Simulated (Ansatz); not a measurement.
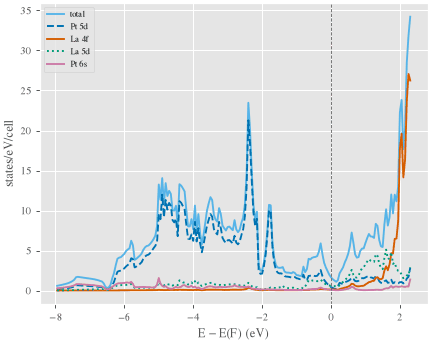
Figure. Total and projected density of states of LaPt2 (cubic Laves (MgCu2 type), space group No. 227), the program Ansatz at the r²SCAN level (PAW)

**Question.** Which orbitals carry the states next to the Fermi level?

**Answer.** Within 0.5 eV of the Fermi level: Pt 5d 36 %, La 5d 31 %, La 6s 14 %, La 4f 6 %, outside the projected shells 7 %. Projections are on Löwdin-orthogonalised atomic valence shells; empty p or d shells of many metals are not among them.

**Question.** Where is the tallest occupied peak in this window, and what makes it?

**Answer.** Near -2.4 eV, about 23 states/eV per cell; the largest projected share is Pt 5d.

Space group Fd-3m (cubic Laves (MgCu2 type)). The first step of the workflow began from a Materials Project structure, measured or hypothetical; the Crystallography Open Database files this formula in space group No. 227, but the cells were not matched. Whether it is the stable phase at ambient conditions was not checked. The r²SCAN relaxation kept the symmetry of its start; whether a distortion lowers the energy is not shown. The run is not spin-polarised. Scalar-relativistic: spin–orbit coupling is off unless named, which matters more the heavier the elements.

Potentials: the later of the program's two PAW sets.
